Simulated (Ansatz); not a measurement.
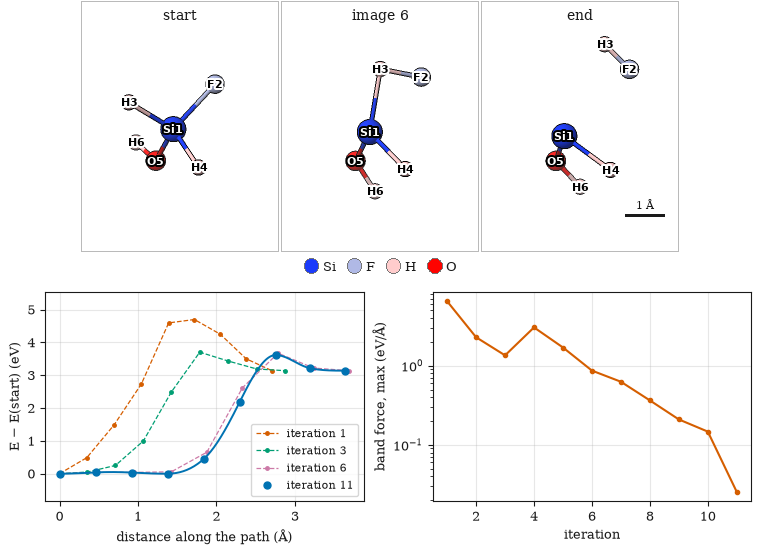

NEB run on SiH$_{3}$OF. Images are numbered from 0 (start) to 8 (end). The plot follows the band through its iterations. Style: ball-and-stick. Shown from a free direction.

These are results of RKS B3LYP-D4/def2-SVP (Ansatz), not measurements. Settings: 7 movable images; climbing image; force threshold 0.05 eV/Å; iteration limit 60; starting path through a guess of the saddle point.

**Judge this run.**

The run is converged, with reservations. The band converged in 11 iterations. The largest component of the band force went from 6.5 to 0.025 eV/Å. The climbing image converged on the top of the path. Its vibrational analysis gives one imaginary mode (1209i cm⁻¹), as a transition state must have. The first iteration put the highest image at 4.70 eV. The highest point, image 6, lies 3.62 eV above the start and 0.48 eV above the end; the end is at +3.14 eV relative to the start.

Cost: 47 s on 1 thread of AMD EPYC 9R45 96-Core Processor (Zen 5), on a shared host, peak memory 0.13 GiB.
